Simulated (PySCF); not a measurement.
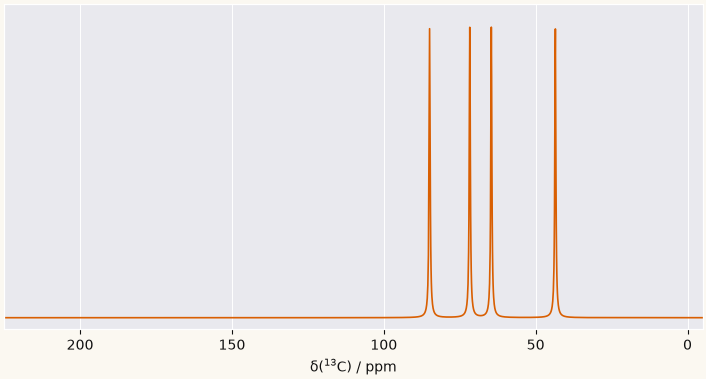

GIAO shifts, BLYP/pcSseg-1, PySCF 2.14.0, at a PBE0-D3(BJ)/def2-SVP geometry (no frequency check), against TMS for ¹³C computed at the same level. Gas phase, fully decoupled, line heights follow the number of nuclei, widths are arbitrary (no quadrupolar broadening); values of one conformer, averaged over methyl-type rotors and exact or near symmetry; other conformers aren't averaged in.

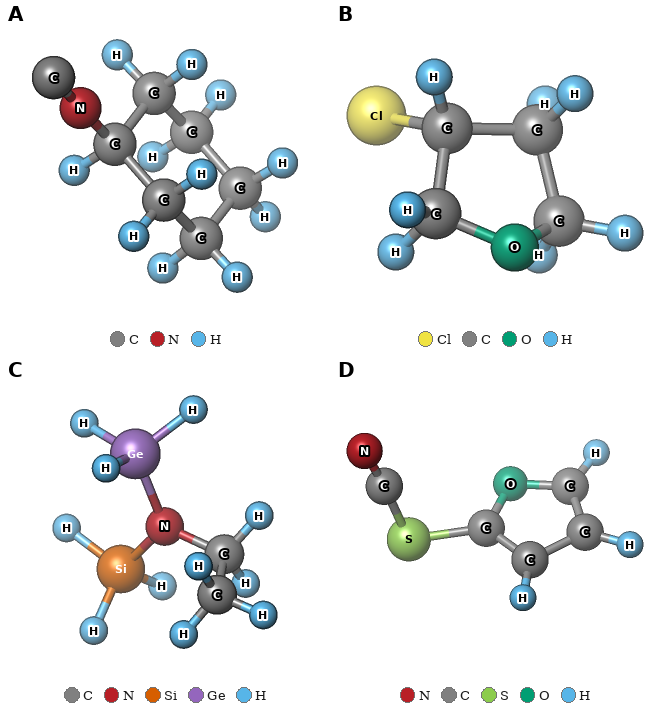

Question: Which molecule was computed? Choose among the lettered structures.

Answer: Structure B, C₄H₇ClO, SMILES Cl[C@@H]1CCOC1. Its ¹³C signals: 84.9 (1 C), 71.7 (1 C), 64.6 (1 C), 43.5 (1 C) ppm.
